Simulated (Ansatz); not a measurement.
## Electronic structure of ClFGa2H3N (SMILES [NH2][GaH][Ga]([F])[Cl]) in real space

| atom | x (Å) | y (Å) | z (Å) |
| --- | --- | --- | --- |
| Cl | 1.8910 | -0.6740 | 0.3196 |
| F | -1.3623 | -0.5369 | 0.2495 |
| Ga | -0.2602 | 1.4082 | 3.2502 |
| Ga | 0.0168 | 0.0227 | 1.2030 |
| N | -1.9993 | 1.7750 | 3.6494 |
| H | -2.2863 | 2.3262 | 4.4489 |
| H | -2.7839 | 1.4513 | 3.0982 |
| H | 0.8748 | 1.9637 | 4.1779 |

Geometry: B3LYP/6-31G*.

All numbers below come from isolated molecule in a Gaussian basis; Kohn-Sham density functional theory, functional PBE0 (Ansatz).

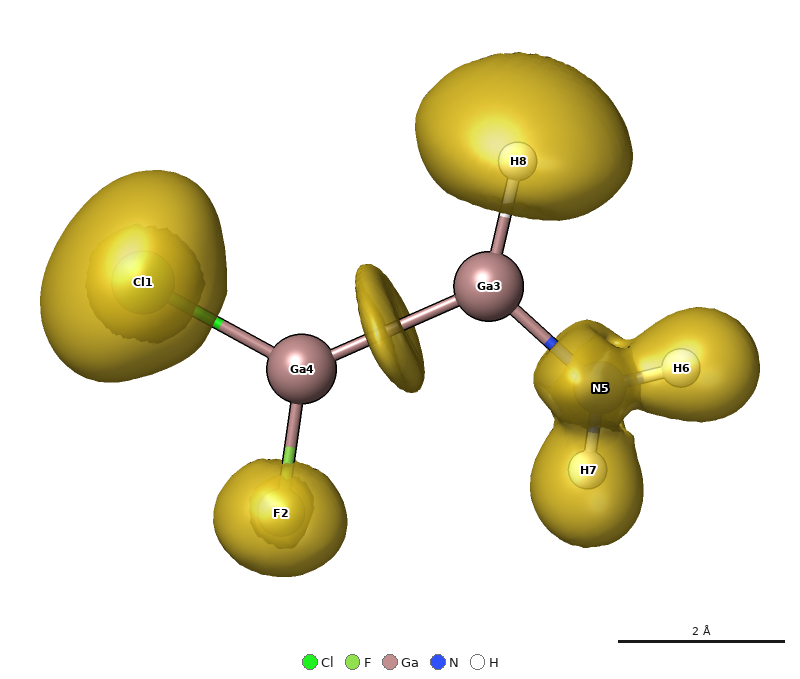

Figure 1. Isosurface of the ELF at 0.75 (yellow), seen at an oblique angle. Only the valence region is drawn (cores and ρ < 0.01 e/Å³ removed).

> Identify the bonds, lone pairs and shells in this picture.

The surface consists of one region between bonded Ga–Ga atoms (shared pairs), one region around a hydrogen nucleus, one region wrapped around Cl (its valence shell), one region wrapped around F (its valence shell) and one joined region spread over several atoms (H, N), in which their bonds and any lone pairs are merged. Profiles from the grid: Ga–F (1.77 Å): the ELF peaks at about 0.80 in the valence shell of F, 0.5 Å from its nucleus, and is about 0.15 at the midpoint. Ga–N (1.82 Å): the ELF peaks at about 0.85 in the valence shell of N, 0.6 Å from its nucleus, and is about 0.30 at the midpoint.

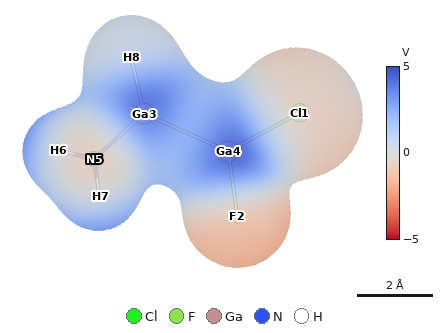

Figure 2. The electrostatic potential painted on the density surface at 0.004 e/bohr³, seen across its widest extent; the colour scale runs from red (negative) to blue (positive).

> Where is the surface potential most negative and most positive?

The most negative region (about −1.7 V) lies over F2, the most positive (about +4.0 V) over Ga4.

> How polar is the molecule by this calculation?

Its dipole moment is 4.34 D.

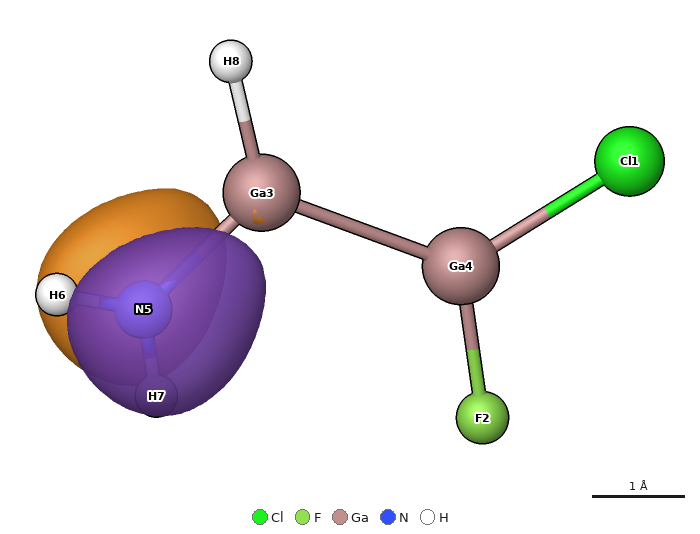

Figure 3. The HOMO at ±0.15 Å⁻³ᐟ² (orange and purple are the two phases), seen at a tilt.

> Describe this orbital and give its energy.

It lies mainly on N5 (about 70 %) and Ga3 (about 15 %); it changes sign across the molecular plane (π type). Its energy is −8.11 eV.

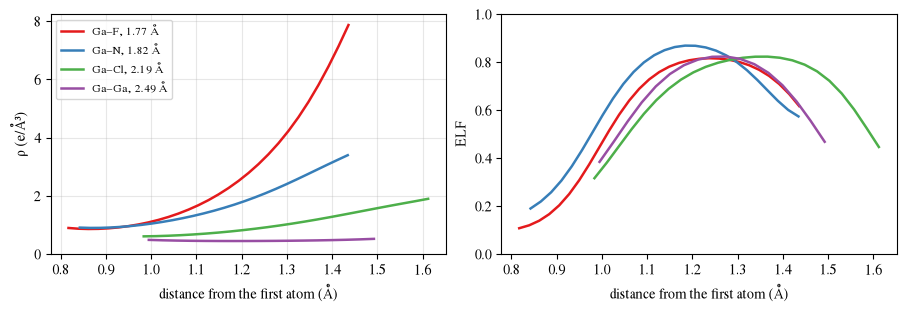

Figure 4. Electron density and electron localisation function along straight lines between neighbouring atoms. The curves leave out the atomic cores.

> What can be read from the curves?

Ga–F (1.77 Å): the density is about 0.87 e/Å³ at the midpoint; the ELF peaks at about 0.80 in the valence shell of F, 0.5 Å from its nucleus, and is about 0.15 at the midpoint.
Ga–N (1.82 Å): the density is about 0.91 e/Å³ at the midpoint; the ELF peaks at about 0.85 in the valence shell of N, 0.6 Å from its nucleus, and is about 0.30 at the midpoint.
Ga–Cl (2.19 Å): ρ is about 0.68 e/Å³ halfway; the ELF peaks at about 0.80 in the valence shell of Cl, 0.8 Å from its nucleus, and is about 0.60 at the midpoint.
Ga–Ga (2.49 Å): the density is about 0.45 e/Å³ at the midpoint; the ELF peaks at about 0.80 between the atoms; a shared electron pair.
